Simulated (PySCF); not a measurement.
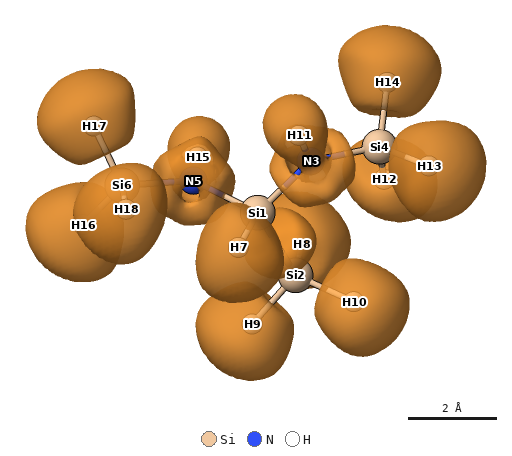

The picture shows: H₁₂N₂Si₄ (SMILES [SiH3]N[SiH]([SiH3])N[SiH3]). Isosurface of the ELF at 0.75 (orange), seen at an oblique angle. Only the valence region is drawn (cores and ρ < 0.01 e/Å³ removed).

Geometry: PBE0-D3(BJ)/def2-SVP.

Level of theory: PBE0/pcSseg-1, SCF density, gas phase, non-relativistic in PySCF 2.14.0.

```json
{"atom": "Si", "x (Å)": "-0.2567", "y (Å)": "-0.3169", "z (Å)": "-0.3673"}
{"atom": "Si", "x (Å)": "0.6754", "y (Å)": "1.3781", "z (Å)": "-1.6996"}
{"atom": "N", "x (Å)": "1.0092", "y (Å)": "-1.2514", "z (Å)": "0.3794"}
{"atom": "Si", "x (Å)": "2.7326", "y (Å)": "-1.0117", "z (Å)": "0.3968"}
{"atom": "N", "x (Å)": "-1.3410", "y (Å)": "0.4041", "z (Å)": "0.7933"}
{"atom": "Si", "x (Å)": "-3.0534", "y (Å)": "0.1667", "z (Å)": "1.0032"}
{"atom": "H", "x (Å)": "-1.1407", "y (Å)": "-1.1975", "z (Å)": "-1.1921"}
{"atom": "H", "x (Å)": "1.2829", "y (Å)": "2.4548", "z (Å)": "-0.8548"}
{"atom": "H", "x (Å)": "-0.4471", "y (Å)": "1.9867", "z (Å)": "-2.4817"}
{"atom": "H", "x (Å)": "1.7098", "y (Å)": "0.8848", "z (Å)": "-2.6619"}
{"atom": "H", "x (Å)": "0.6799", "y (Å)": "-2.0687", "z (Å)": "0.8909"}
{"atom": "H", "x (Å)": "2.9983", "y (Å)": "0.3548", "z (Å)": "-0.1434"}
{"atom": "H", "x (Å)": "3.4775", "y (Å)": "-2.0058", "z (Å)": "-0.4381"}
{"atom": "H", "x (Å)": "3.2695", "y (Å)": "-1.1076", "z (Å)": "1.7903"}
{"atom": "H", "x (Å)": "-0.9173", "y (Å)": "1.0944", "z (Å)": "1.4100"}
{"atom": "H", "x (Å)": "-3.8771", "y (Å)": "1.3097", "z (Å)": "0.4953"}
{"atom": "H", "x (Å)": "-3.3852", "y (Å)": "-0.0040", "z (Å)": "2.4529"}
{"atom": "H", "x (Å)": "-3.4356", "y (Å)": "-1.0647", "z (Å)": "0.2522"}
```

### Identify the bonds, lone pairs and shells in this picture.

The ELF exceeds this value in one region between bonded Si–Si atoms (shared pairs), ten regions around hydrogen nuclei and two joined regions spread over several atoms (H, N), in which their bonds and any lone pairs are merged. Along the contacts the grid gives the following. Si–N (1.74 Å): the ELF peaks at about 0.90 between the atoms; a shared but strongly polarised pair. Si–Si (2.35 Å): the ELF peaks at about 1 between the atoms, as expected for localised, covalent bonding.
